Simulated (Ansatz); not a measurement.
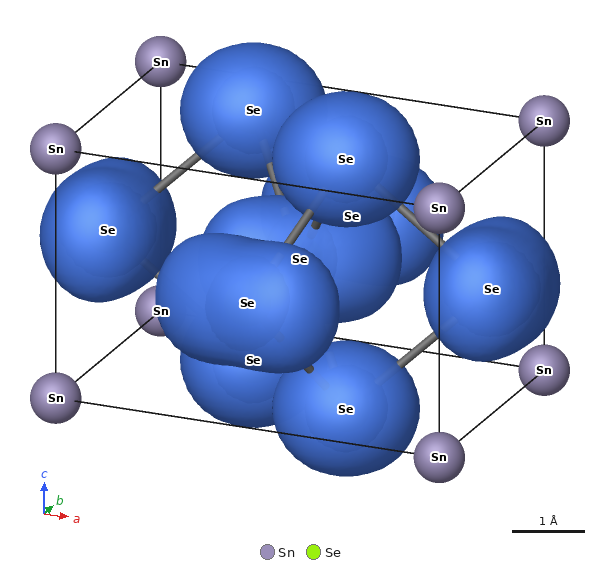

The picture shows: SnSe₅. Isosurface of the electron localisation function at 0.7 (blue), seen slightly off an axis. Core shells and regions of very low density are left out. Sticks mark near contacts.

Space group P6/mmm; a structure generated by program, which may or may not match a known phase.

Computed with Ansatz 0.2.0, DFT PBE, scalar-relativistic, plane waves, PAW.

In a PAW calculation such maps are meaningful between the atoms, not at the nuclei.

```
CELL_PARAMETERS angstrom
7.21533 0.00000 0.00000
-3.60766 6.24866 0.00000
0.00000 0.00000 3.55028
ATOMIC_POSITIONS crystal
Sn 0.00000 0.00000 0.00000
Se 0.33333 0.66667 0.00000
Se 0.66667 0.33333 0.00000
Se 0.50000 0.00000 0.50000
Se 0.50000 0.50000 0.50000
Se 0.00000 0.50000 0.50000
```

> Describe the localisation domains.

At this value the surface marks out five regions wrapped around Se (the valence shell of each), counted in one cell of 6 atoms. Regions shared between cells count once. Profiles from the grid: Se–Se (2.74 Å): the ELF is about 0.45 at the midpoint. Sn–Sn (3.55 Å): the ELF is about 0.50 at the midpoint.
